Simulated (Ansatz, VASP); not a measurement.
# Cross-check of H23C11 (amorphous polyisobutylene at 460 K) between VASP and Ansatz

One calculation is typed for both programs; each brings its own data sets and cutoff. How far apart do they land? The cell is taken from a series of runs on this material, whose earlier steps may have relaxed or scaled it; both programs get it as it stands.

Method: plane waves, with VASP 6.6.1 beside it; single point at LDA, in Ansatz 0.2.0.

## (1) Set-up

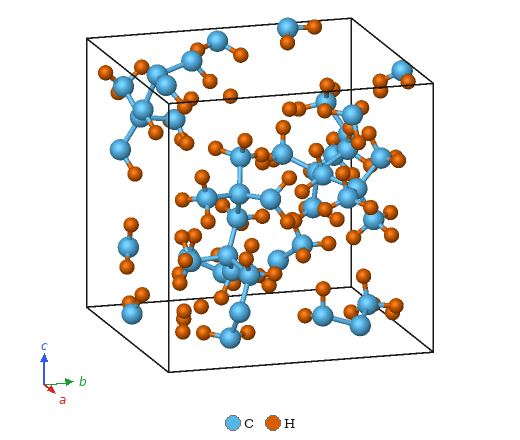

The cell as given, slightly off an axis (carbon blue, hydrogen orange). Bonds to atoms that aren't drawn are left out. Some periodic images of atoms are drawn too.

The cell holds 136 atoms: 44 C and 92 H. Cell: a = 10.871 Å, b = 10.871 Å, c = 10.871 Å, α = 90.0°, β = 90.0°, γ = 90.0°. As first built, before any earlier steps moved the atoms: 2 polyisobutylene chains of 5 units placed at random, at 0.803 g/cm^3; overlaps pushed apart, then 20 ps at 800 K with MMFF94 bonds, angles, torsions, charges and radii (Halgren, J. Comput. Chem. 17, 490 (1996)) in harmonic and 12-6 forms; charges of ions scaled by 0.8. Snapshot after 30 ps at 460 K and fixed volume.

## (2) VASP: single point, LDA

With cell and atoms fixed, the geometry can't cause a difference; cores, projectors, grids and the points listed under the comparison can.

Lines of VASP's logs that name or quote its potential files are left out, and so is its time.

Input file INCAR:

```
SYSTEM = H23C11
PREC = Accurate
ENCUT = 520
EDIFF = 1E-05
NELM = 100
ISMEAR = 0
SIGMA = 0.01
LREAL = Auto
ALGO = Fast
GGA = CA
NBANDS = 229
LORBIT = 11
LWAVE = .FALSE.
LCHARG = .FALSE.
ISIF = 2
```

Input file POSCAR:

```
H23C11
1.0
   10.8707500000      0.0000000000      0.0000000000
    0.0000000000     10.8707500000      0.0000000000
    0.0000000000      0.0000000000     10.8707500000
C H
44 92
Direct
    0.9306700000      0.7156300000      0.8870800000
    0.0195900000      0.7536300000      0.9859000000
    0.0013300000      0.7232100000      0.1200700000
    0.8840600000      0.7883800000      0.1652800000
    0.1044000000      0.7825100000      0.1977600000
    0.9902500000      0.5853600000      0.1639000000
    0.0779800000      0.4917600000      0.1102200000
    0.0714700000      0.4720000000      0.9713000000
    0.2114500000      0.5342000000      0.1423000000
    0.0649800000      0.3655400000      0.1723800000
    0.9561200000      0.2825600000      0.1918600000
    0.8810000000      0.2697000000      0.0784700000
    0.0110400000      0.1544200000      0.2137400000
    0.8900500000      0.3401600000      0.3092400000
    0.7576700000      0.2980000000      0.3523400000
    0.6576800000      0.3475000000      0.2692500000
    0.7444500000      0.1635900000      0.3381900000
    0.7202800000      0.3462200000      0.4800100000
    0.8089400000      0.3264200000      0.5926800000
    0.9170100000      0.4108600000      0.5932300000
    0.8490000000      0.1921800000      0.5970200000
    0.7382500000      0.3526800000      0.7106100000
    0.6304400000      0.9963000000      0.9580000000
    0.5703400000      0.1238900000      0.9542500000
    0.4269800000      0.1350800000      0.9571200000
    0.3986000000      0.2740500000      0.9919200000
    0.3798500000      0.0542400000      0.0630100000
    0.3921000000      0.0915200000      0.8222000000
    0.2674400000      0.1207300000      0.7630900000
    0.1743900000      0.0850800000      0.8562200000
[... 100 atom lines left out ...]
    0.7839600000      0.7250900000      0.6331300000
    0.7852800000      0.6573100000      0.5043400000
    0.8587900000      0.8070200000      0.5186500000
    0.6506500000      0.8649500000      0.7392000000
    0.6154300000      0.9766700000      0.6335100000
    0.7621800000      0.9417600000      0.6597000000
```

Input file KPOINTS:

```
Automatic mesh
0
Gamma
1 1 1
0 0 0
```

Potentials, in the order of the species: C and H (LDA family, release 64).

Started as:

```console
$ export OMP_NUM_THREADS=5
$ mpirun -np 1 vasp_gam
```

Numbers of over 12 decimals in the logs are rounded to 6 here.

The log of the run:

```text
[banner, memory and clock lines left out]
running    1 mpi-ranks, on    1 nodes
[...]
Offloading initialized ...    1 GPUs detected
[...]
LDA part: xc-table for (Slater(with rela. corr.)+CA(PZ))
 , standard interpolation
 POSCAR, INCAR and KPOINTS ok, starting setup
[...]
entering main loop
       N       E                     dE             d eps       ncg     rms          rms(c)
DAV:   1     0.153700908665E+04    0.15370E+04   -0.12946E+05   466   0.105E+03
DAV:   2    -0.650992977507E+03   -0.21880E+04   -0.20655E+04   583   0.244E+02
DAV:   3    -0.860891278380E+03   -0.20990E+03   -0.20804E+03   588   0.757E+01
DAV:   4    -0.866826573870E+03   -0.59353E+01   -0.59181E+01   588   0.148E+01
[...]
RMM:  15    -0.775962322915E+03   -0.17947E-03   -0.98894E-04   618   0.481E-02    0.292E-02
RMM:  16    -0.775962360524E+03   -0.37609E-04   -0.22917E-04   631   0.253E-02    0.185E-02
RMM:  17    -0.775962357298E+03    0.32259E-05   -0.73144E-05   611   0.141E-02
   1 F= -.77596236E+03 E0= -.77596236E+03  d E =-.653235E-45
```

From OUTCAR (step 2):

```text
  FREE ENERGIE OF THE ION-ELECTRON SYSTEM (eV)
  ---------------------------------------------------
  free  energy   TOTEN  =      -775.9623572983 eV

  energy  without entropy=     -775.9623572983  energy(sigma->0) =     -775.96235730
```

The run ends at a pressure of 1.29 GPa, with forces up to 4.9 eV/Å.

## (3) Ansatz: single point, LDA

Ansatz runs on its default PAW (the set named soft_2) files.

The same cell, functional (in two slightly different forms) and mesh now go to Ansatz, which takes its cutoff from its data sets.

Input file input.yaml:

```yaml
crystal:
  lattice:
    - [10.87075, 0.0, 0.0]
    - [0.0, 10.87075, 0.0]
    - [0.0, 0.0, 10.87075]
  atoms:
    - { symbol: C, position: [0.93067, 0.71563, 0.88708] }
    - { symbol: C, position: [0.01959, 0.75363, 0.9859] }
    - { symbol: C, position: [0.00133, 0.72321, 0.12007] }
    - { symbol: C, position: [0.88406, 0.78838, 0.16528] }
    - { symbol: C, position: [0.1044, 0.78251, 0.19776] }
    - { symbol: C, position: [0.99025, 0.58536, 0.1639] }
    - { symbol: C, position: [0.07798, 0.49176, 0.11022] }
    - { symbol: C, position: [0.07147, 0.472, 0.9713] }
    - { symbol: C, position: [0.21145, 0.5342, 0.1423] }
    - { symbol: C, position: [0.06498, 0.36554, 0.17238] }
    - { symbol: C, position: [0.95612, 0.28256, 0.19186] }
    - { symbol: C, position: [0.881, 0.2697, 0.07847] }
    - { symbol: C, position: [0.01104, 0.15442, 0.21374] }
    - { symbol: C, position: [0.89005, 0.34016, 0.30924] }
    - { symbol: C, position: [0.75767, 0.298, 0.35234] }
    - { symbol: C, position: [0.65768, 0.3475, 0.26925] }
    - { symbol: C, position: [0.74445, 0.16359, 0.33819] }
    - { symbol: C, position: [0.72028, 0.34622, 0.48001] }
    - { symbol: C, position: [0.80894, 0.32642, 0.59268] }
    - { symbol: C, position: [0.91701, 0.41086, 0.59323] }
    - { symbol: C, position: [0.849, 0.19218, 0.59702] }
    - { symbol: C, position: [0.73825, 0.35268, 0.71061] }
    - { symbol: H, position: [0.96615, 0.72753, 0.79216] }
    - { symbol: H, position: [0.84236, 0.77757, 0.88795] }
    - { symbol: H, position: [0.90097, 0.62038, 0.9027] }
    - { symbol: H, position: [0.01696, 0.85496, 0.98249] }
    - { symbol: H, position: [0.11115, 0.72419, 0.9566] }
    - { symbol: H, position: [0.88134, 0.77276, 0.27105] }
    - { symbol: H, position: [0.80768, 0.74879, 0.1213] }
    - { symbol: H, position: [0.89184, 0.89228, 0.15443] }
[... 100 atom lines left out ...]
    - { symbol: H, position: [0.78396, 0.72509, 0.63313] }
    - { symbol: H, position: [0.78528, 0.65731, 0.50434] }
    - { symbol: H, position: [0.85879, 0.80702, 0.51865] }
    - { symbol: H, position: [0.65065, 0.86495, 0.7392] }
    - { symbol: H, position: [0.61543, 0.97667, 0.63351] }
    - { symbol: H, position: [0.76218, 0.94176, 0.6597] }
kpoints:
  mp_grid: { grid: [1, 1, 1] }
hamiltonian:
  xc: lda
scf:
  occupations: { method: fixed }
output:
  forces: true
```

Started as:

```console
$ ansatz run input.yaml --threads 4 --pin off --max-ram 8192MiB --backend cpu --events-out ev --progress --plain --runs-dir out
```

The log of the run:

```text
Engine: ansatz 0.2.0, x86_64-unknown-linux-gnu
Pseudopotentials: kind: paw
Pseudopotential: C, paw, valence charge 4, recommended cutoff 420 eV (normal), C.paw.azcp
Pseudopotential: H, paw, valence charge 1, recommended cutoff 420 eV (normal), H.paw.azcp
Functional definition: SPW92
  exchange = slater_x
  correlation = pw_c
Crystal: 136 atoms, lattice volume = 1284.631 Å³
Basis set: ecut = 420 eV, 25173 PW (Γ)
Bands: 270, of which v1, the nominal top of the filled ones, is band 134 counted from 1 (133 counted from 0)
Symmetry: 1 space group operations
Space group: P1 (ITA 1), of the structure as read, at distance tolerance 1.1e-4 Å
k-points: 1
Non-local potential: C, projectors of the file, l = 0: 2, l = 1: 2, l = 2: 1
Non-local potential: H, projectors of the file, l = 0: 2, l = 1: 1
PAW form: soft (Blöchl's): semilocal exchange-correlation on the pseudo side does not see the compensation charge
PAW frozen core: C, regenerated for the run's functional, and the local potential with it (the file was generated under x = pbe(κ = 0.804, μ = 0.219515), c = pbe(β = 0.066725))
PAW one-centre angular grid: C, 110 points (default); XC on 64 Gauss nodes
PAW one-centre angular grid: H, 110 points (default); XC on 64 Gauss nodes
Initial density: superposition of atomic densities (neutral atoms: chi_scale 0, normalization atom), corrected by the library's trained network
Initial wavefunctions: pseudopotential atomic-orbital guess
Functional: x = slater, c = lda
SCF iter   1: F=—  HF=-12138.435908 eV  |F-HF|=—  |Δ(HF+E_count)|=         —  Δρ=8.66e-3  dr2=6.42e-1  ethr=1.77e-3  ⟨swp⟩=5.0  Hψ=852  notcnv=0  defer=134
preconditioner: auto → Resta (q_TF=auto, 2.101 Å⁻¹)  ε∞=2.2  [insulator: Δε(μ)=4.860 eV  Ē_g=15.301 eV  n_scr=202 (ndim 8)  ℏωp=17.0 eV  f_vac=0.266  ε∞_Penn≈2.2]
SCF iter   2: F=—  HF=-12138.282354 eV  |F-HF|=—  |Δ(HF+E_count)|=   1.54e-1  Δρ=3.71e-3  dr2=1.14e-1  ethr=2.39e-4  ⟨swp⟩=3.0  Hψ=414  notcnv=0  defer=134
SCF iter   3: F=—  HF=-12138.267172 eV  |F-HF|=—  |Δ(HF+E_count)|=   1.52e-2  Δρ=8.73e-4  dr2=1.01e-2  ethr=4.26e-5  ⟨swp⟩=4.0  Hψ=264  notcnv=0  defer=35
automatic band count: iteration 3 solves 171 bands in place of 270: the levels show a gap, and the empty bands left out lie too high to hold charge; the band table lists the bands solved (type scf.n_extra_bands for more)
SCF iter   4: F=—  HF=-12138.270155 eV  |F-HF|=—  |Δ(HF+E_count)|=   2.98e-3  Δρ=1.88e-4  dr2=9.98e-4  ethr=3.78e-6  ⟨swp⟩=3.0  Hψ=276  notcnv=0  defer=35
SCF iter   5: F=—  HF=-12138.271653 eV  |F-HF|=—  |Δ(HF+E_count)|=   1.50e-3  Δρ=9.43e-5  dr2=1.91e-4  ethr=3.72e-7  ⟨swp⟩=3.0  Hψ=248  notcnv=0  defer=35
SCF iter   6: F=—  HF=-12138.272018 eV  |F-HF|=—  |Δ(HF+E_count)|=   3.65e-4  Δρ=2.42e-5  dr2=1.39e-5  ethr=7.14e-8  ⟨swp⟩=3.0  Hψ=272  notcnv=0  defer=35
SCF iter   7: F=—  HF=-12138.270943 eV  |F-HF|=—  |Δ(HF+E_count)|=   1.08e-3  Δρ=1.10e-5  dr2=1.90e-6  ethr=5.17e-9  ⟨swp⟩=2.0  Hψ=304  notcnv=0  defer=35
SCF iter   8: F=—  HF=-12138.270946 eV  |F-HF|=—  |Δ(HF+E_count)|=   2.78e-6  Δρ=3.46e-6  dr2=1.96e-7  ethr=7.09e-10  ⟨swp⟩=2.0  Hψ=272  notcnv=0  defer=35
SCF iter   9: F=-12138.270946 eV  HF=-12138.270946 eV  |F-HF|=5.86e-8  |Δ(HF+E_count)|=   3.98e-7  Δρ=7.24e-7  dr2=1.38e-8  ethr=3.73e-11  ⟨swp⟩=4.0  Hψ=543  notcnv=0
SCF 1 converged in 9 iterations: F = -12138.270946 eV  dr2 = 1.38e-8
  greatest PAW one-centre occupation: 0.671 electrons in one spin orbital (limit 2), on the C atom at site 76 (counted from 0), in its partial waves of l = 0
SCF converged after 9 iterations
Free energy (F): -12138.270946 eV
Harris-Foulkes:  -12138.270946 eV  (|F-HF|=5.86e-8)
Internal energy: -12138.270946 eV  (E = F + TS)
E sigma→0 (E₀):  -12138.270946 eV
Fermi energy:    -2.128325 eV
--- Per-component energies (eV) ---
  E_band       = -1945.679635
  E_kinetic    = 5304.517971
  E_local      = -19486.551256  (includes V_loc(G=0)·N_el)
  E_nonlocal   = 1391.831202
  E_hartree    = 7460.161954
  E_xc         = -2913.810615
  E_vxc        = -3674.700919  (∫ρ·V_xc dr)
  E_paw        = -4092.578606  (= ΣΔE_a)
  E_vpaw       = -400.978493  (= ΣTr[D̂ρ^β])
  E_aug_tail   = -0.122725  (compensation charges beyond the density's cutoff)
  E_ewald      = 195.516498
  E_core_change = 2.764630  (= ΣΔE_core)
  E_smearing   = -0.000000  (= −TS)
  E_closure    = 0.000000  (closes the sum)
  Σ components = -12138.270946   (vs F -12138.270946, Δ=0.00e0)
--- Forces (eV/Å), atoms counted from 1 ---
  atom   1  C     -2.09475054     0.77169060     0.25584334
  atom   2  C      0.28068064     0.45323204    -0.47932551
  atom   3  C     -0.25275196     0.11680788     1.54023813
  atom   4  C      2.11506896     0.74455439     2.28519917
  atom   5  C     -0.52621540    -1.83538794     0.72163244
  atom   6  C      1.05532906     0.94739631    -0.56528318
  atom   7  C      1.36135302     0.05140393     0.70209717
  atom   8  C      1.12041660    -0.99796111     1.34519309
  atom   9  C     -0.83676223    -0.25173609     1.41359301
  atom  10  C      1.62698229     0.22917625     0.85387346
  atom  11  C      0.03876544    -0.12472957     0.03566469
  atom  12  C     -3.37337369     1.04062359     0.42317373
  atom  13  C     -1.56697333    -0.48949808     1.08858779
  atom  14  C     -1.46850219    -2.98111132    -0.11807601
  atom  15  C      0.21197251     1.15559959    -1.47207290
  atom  16  C     -0.51137580    -1.76427468    -1.37320563
  atom  17  C      0.19976554    -0.63738373     1.99657949
  atom  18  C      1.91532043     0.58675653     0.74439430
  atom  19  C     -1.35038220    -0.86881145    -0.12087003
  atom  20  C      2.00742464     1.43077278    -1.02909062
  atom  21  C      1.34752951    -0.99333715    -0.38252325
  atom  22  C     -1.30223385    -0.42130230    -0.31242174
  atom  23  H      0.16649735    -0.18293113     0.34934437
  atom  24  H      1.25742264    -1.06894966     0.13873065
[...]
atom 129  H     -0.36187960    -0.26934942     0.12504089
  atom 130  H      0.40569933     0.52184110     0.59315780
  atom 131  H      0.89399253    -0.56590576     2.28121221
  atom 132  H     -0.10084565    -1.64557127    -1.80422262
  atom 133  H     -0.42548852    -0.47447856    -0.12316558
  atom 134  H     -0.16299561    -0.52727030     0.29743276
  atom 135  H     -1.63687949     1.97828539    -0.05555995
  atom 136  H      1.97553676     0.62868301    -0.03408423
  max |Σ_I F_I| component: 4.55e-5 eV/Å
```

In the SCF lines HF is the Harris–Foulkes energy and dr2 the Hartree energy of the density residual, in eV; the loop may stop once dr2 is under the threshold and the program's other checks hold. Hψ counts applications of the Hamiltonian.

## (4) Differences

Known differences besides the PAW data sets themselves: the two LDA forms differ slightly; fixed occupations in Ansatz, narrow Gaussian smearing in VASP; the cutoff is 420 eV in Ansatz and 520 eV in VASP (PREC = Accurate, projectors in real space); Ansatz makes its cores anew for this functional, VASP keeps those of its LDA data sets. Total energies have different zeros and are not compared.

Compared:

```
              quantity  Ansatz   VASP  difference
gap on the k mesh (eV)   4.935  4.934      +0.001
```

Forces on 10 of the 136 atoms, picked by the larger force of the two programs (eV/Å; atoms numbered as in POSCAR):

```
atom          Ansatz x, y, z            VASP x, y, z
  C4     2.115, 0.745, 2.285     2.095, 0.746, 2.281
 C12    -3.373, 1.041, 0.423    -3.366, 1.041, 0.409
 C14  -1.468, -2.981, -0.118  -1.467, -2.970, -0.133
 C20    2.007, 1.431, -1.029    2.005, 1.436, -1.029
 C23    -3.845, 1.132, 2.936    -3.814, 1.130, 2.912
 C36   1.253, -1.130, -1.838   1.265, -1.148, -1.845
 H93   2.769, -0.011, -0.693   2.799, -0.014, -0.699
H123  -3.043, -0.460, -0.466  -3.080, -0.460, -0.477
H131    0.894, -0.566, 2.281    0.899, -0.577, 2.327
H135   -1.637, 1.978, -0.056   -1.662, 2.010, -0.062
```

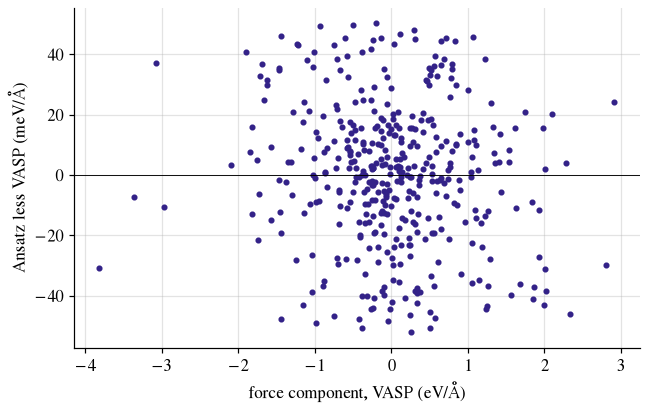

Difference of the force components against their size.

The forces differ by 24 meV/Å r.m.s., which is 2.6 % of the r.m.s. force of 0.90 eV/Å (both taken over all components).

## (5) Summary of results

| Quantity | Value |
| --- | --- |
| r.m.s. force difference (single point, LDA) | 2.6 % of the r.m.s. force |

The r.m.s. force difference is 2.6 % of the r.m.s. force (single point, LDA), within the 3 % picked in this series as the mark of a large difference. How closely two codes agree says nothing of how well the functional describes the real material.

[Lines on the potential files, build, host, timing and source positions are cut from VASP's logs without a mark.]

[Logs are printed without paths, hosts, clocks, repeated set-up lines and the standing remarks that a program may print on its own settings, such as how far it seeks lower states.]

[Hosts, paths, dates, database ids (printed as entryN), source tags and the programs' standing remarks are cut or masked in the printed files.]

[The MMFF94 radii named for the starting cell were scaled by 0.96; in molecules described by MMFF94, hydrogen bound to N, O or S took a small fixed 12-6 site in their place.]
